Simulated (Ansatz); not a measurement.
```yaml
atoms:
  - { symbol: Al, position_ang: [0.0544, -0.5062, -0.4757] }
  - { symbol: F, position_ang: [-0.0287, -0.0609, 2.3677] }
  - { symbol: H, position_ang: [1.3823, 0.3186, -0.6675] }
  - { symbol: H, position_ang: [-1.3822, -0.0666, -0.9594] }
  - { symbol: S, position_ang: [0.3361, -2.5809, 0.3528] }
  - { symbol: H, position_ang: [-0.9465, -2.9840, 0.1668] }
  - { symbol: H, position_ang: [0.0939, -0.9842, 2.3890] }
```

These are results of RKS B3LYP/def2-SVP (Ansatz), not measurements.

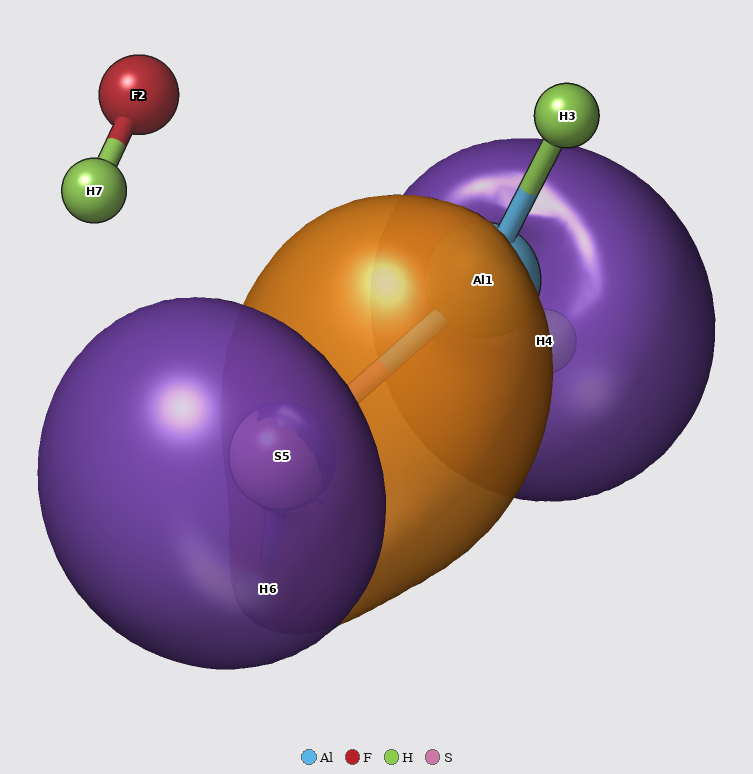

AlH$_{3}$S···HF. The HOMO−1 at ±0.08 Å⁻³ᐟ² (orange and purple are the two phases), seen across its widest extent.

Question: What is the character of this orbital?

Answer: Its weight (Hirshfeld) is mainly on S5 (about 55 %), H4 (about 20 %) and Al1 (about 20 %). Its energy is −8.38 eV.
